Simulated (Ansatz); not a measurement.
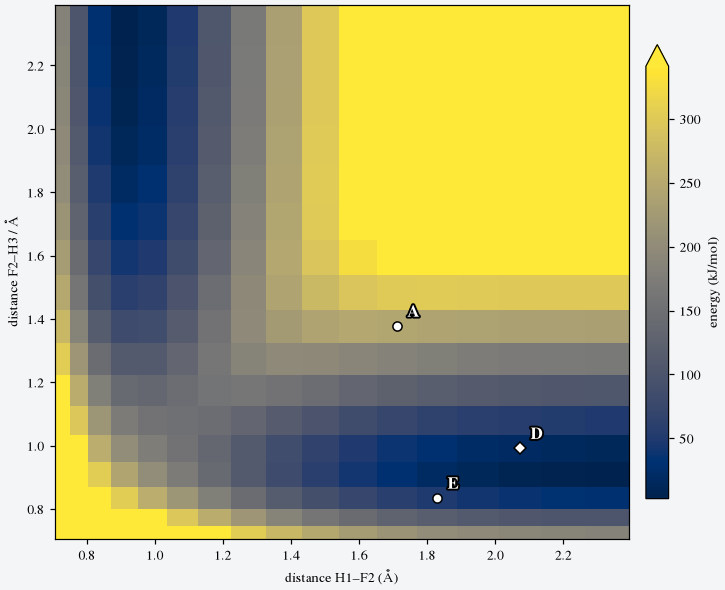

The system H + FH, spin multiplicity 2. First axis: distance H1–F2. Second axis: distance F2–H3. Nothing is relaxed (the angle H1–F2–H3 is fixed at 90 degrees). The scan uses a 17 × 17 grid; 153 points were computed and 136 follow by symmetry. Points are written as (first, second). All energies are given in kJ/mol relative to H far from the relaxed FH (each part in its own basis). In part of the range the unrestricted reference is strongly spin-contaminated. All numbers below come from Ansatz 0.2.0, UKS B3LYP-D4/aug-cc-pVTZ.

In the figure: one coloured cell a grid point, one colour for all values above the top of the scale, lettered points.

**Is E the lowest point of the computed grid?**

No. E lies 45 kJ/mol above the lowest grid point, which is at (0.910 Å, 2.328 Å).

**Rank the lettered points by energy, lowest first.**

D (18 kJ/mol), E (48 kJ/mol), A (245 kJ/mol).
